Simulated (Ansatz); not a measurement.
**BH4SSb: rigid scan of one bond length in Python**

Aim: a rigid scan of one bond length, for BH4SSb, run from a script. SMILES: S[BH][SbH2].

All numbers are computed with the Python package of Ansatz 0.2.0. Level of theory: B3LYP/def2-SVP.

## Step 1: Starting point

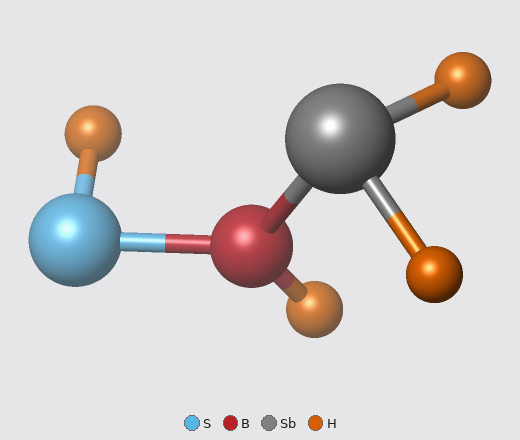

The starting structure, viewed from a chosen angle; sulfur blue, boron red, antimony grey, hydrogen orange.

The script holds or builds the structure itself.

## Step 2: The code

scan_bh4ssb.py

```python
'''Stretching a bond of BH4SSb, the rest held rigid.'''

import ansatz
import matplotlib.pyplot as plt
import numpy as np

BASIS = 'def2-SVP'
XC = 'b3lyp'

GEOMETRY = '''
S    -1.52580   -1.43590   -0.88840
B    -0.12890   -0.23230   -0.60190
Sb    0.69940   -0.01930    1.43740
H    -2.43450   -0.36410   -0.63080
H     0.32600    0.39070   -1.51280
H     0.72610    1.75060    1.32020
H     2.39900   -0.15770    0.83070
'''

molecule = ansatz.Crystal.molecule()
for line in GEOMETRY.strip().splitlines():
    symbol, *xyz = line.split()
    molecule = molecule.atom(symbol, [float(v) for v in xyz])

symbols = [site.symbol for site in molecule.cartesian_sites]
start = np.array([site.position_ang for site in molecule.cartesian_sites])
axis = (start[4] - start[1]) / np.linalg.norm(start[4] - start[1])
moving = [4]
lengths, energies = [1.05, 1.098, 1.146, 1.194, 1.241, 1.289, 1.337, 1.409], []
for length in lengths:
    xyz = start.copy()
    xyz[moving] += (length - np.linalg.norm(start[4] - start[1])) * axis
    point = ansatz.Crystal.molecule()
    for symbol, place in zip(symbols, xyz):
        point = point.atom(symbol, place.tolist())
    model = (
        point.calculation()
        .basis(gaussian=BASIS)
        .functional(XC)
        .scf(lower_state_search='off')
    )
    r = model.run(threads=1).report
    energies.append(r['free_energy_ev'])
    print(f'r = {length:6.3f} A  E = {energies[-1]:.5f} eV  <S^2> = {abs(r["mean_field"]["state"]["spin_squared"]):.3f}')

# quartic fit about the minimum
fit = np.polynomial.Polynomial.fit(lengths, np.array(energies) - min(energies), 4).convert()
roots = [r.real for r in fit.deriv().roots() if abs(r.imag) < 1e-9 and fit.deriv(2)(r.real) > 0]
r_e = min(roots, key=lambda r: abs(r - lengths[int(np.argmin(energies))]))
print(f'minimum of the fit at {r_e:.4f} A, force constant {fit.deriv(2)(r_e):.2f} eV/A^2')
plt.figure(figsize=(4.5, 3))
plt.plot(lengths, np.array(energies) - min(energies), 'o-')
plt.xlabel('bond length (A)')
plt.ylabel('E - E(min) (eV)')
plt.tight_layout()
plt.savefig('scan.png', dpi=100)
```

## Step 3: The input behind the calls

The engine receives this input (first run):

```yaml
crystal:
  periodic: [false, false, false]
  atoms:
    - { symbol: S, position_ang: [-1.5258, -1.4359, -0.8884] }
    - { symbol: B, position_ang: [-0.1289, -0.2323, -0.6019] }
    - { symbol: Sb, position_ang: [0.6994, -0.0193, 1.4374] }
    - { symbol: H, position_ang: [-2.4345, -0.3641, -0.6308] }
    - { symbol: H, position_ang: [0.27125477651900226, 0.3157246774485346, -1.4031771728537241] }
    - { symbol: H, position_ang: [0.7261, 1.7506, 1.3202] }
    - { symbol: H, position_ang: [2.399, -0.1577, 0.8307] }
basis:
  gaussian:
    orbitals: def2-SVP
hamiltonian:
  xc: b3lyp
scf:
  lower_state_search: "off"
```

## Step 4: The run

Launch:

```sh
$ python scan_bh4ssb.py
```

Output:

```text
r =  1.050 A  E = -18111.76424 eV  <S^2> = 0.000
r =  1.098 A  E = -18111.97112 eV  <S^2> = 0.000
r =  1.146 A  E = -18112.08713 eV  <S^2> = 0.000
r =  1.194 A  E = -18112.13113 eV  <S^2> = 0.000
r =  1.241 A  E = -18112.11906 eV  <S^2> = 0.000
r =  1.289 A  E = -18112.06251 eV  <S^2> = 0.000
r =  1.337 A  E = -18111.97125 eV  <S^2> = 0.000
r =  1.409 A  E = -18111.78663 eV  <S^2> = 0.000
minimum of the fit at 1.2054 A, force constant 23.26 eV/A^2
```

Wall time 14 s (1 thread of Arm Neoverse V1, shared host); peak memory 0.23 GiB.

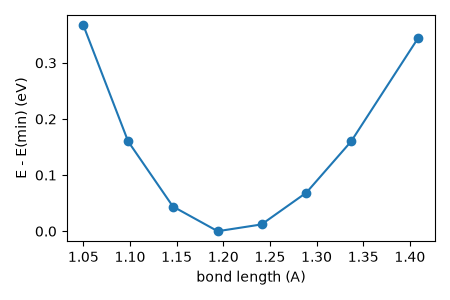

The script's own figure, scan.png.

## Step 5: What changed from run to run

The engine's inputs for some of the other runs:

Run 2, against run 1:

```diff
@@ -8 +8 @@
-    - { symbol: H, position_ang: [0.27125477651900226, 0.3157246774485346, -1.4031771728537241] }
+    - { symbol: H, position_ang: [0.2895475663027281, 0.3407772341318962, -1.4398069864698944] }
```

Run 5, against run 1:

```diff
@@ -8 +8 @@
-    - { symbol: H, position_ang: [0.27125477651900226, 0.3157246774485346, -1.4031771728537241] }
+    - { symbol: H, position_ang: [0.34404483586674456, 0.41541297591774423, -1.5489333062014017] }
```

Run 6, against run 1:

```diff
@@ -8 +8 @@
-    - { symbol: H, position_ang: [0.27125477651900226, 0.3157246774485346, -1.4031771728537241] }
+    - { symbol: H, position_ang: [0.36233762565047034, 0.44046553260110577, -1.5855631198175717] }
```

## Step 6: Run by run

One row for each of the 8 runs:

```tsv
run	distance (Å)	energy from run 4 (eV)	SCF cycles	CPU time (s)
1	1.05	0.3669	19	1.6
2	1.10	0.1600	19	1.6
3	1.15	0.0440	19	1.6
4	1.19	0.0000	20	1.6
5	1.24	0.0121	20	1.6
6	1.29	0.0686	19	1.6
7	1.34	0.1599	19	1.6
8	1.41	0.3445	19	1.6
```

## Step 7: Results

```
                        quantity     value
bond length at the fit's minimum  1.2054 Å
                   runs compared         8
                 range of energy  0.367 eV
      lowest point, distance (Å)      1.19
```

In words: The curve has its lowest point inside the range, at 1.19. The ends stand 0.367 and 0.344 eV above it. The distance scanned is the script's pair 1, 4. The rest of the molecule is held rigid at a force-field or estimated start geometry, and the basis set is modest; single-reference methods fail as a bond breaks. def2 sets replace the cores of elements past krypton by effective core potentials. b3lyp holds the VWN-RPA fit, as in Gaussian; the form of ORCA and Turbomole is b3lyp5. The orbitals are restricted, so S² is zero by construction.
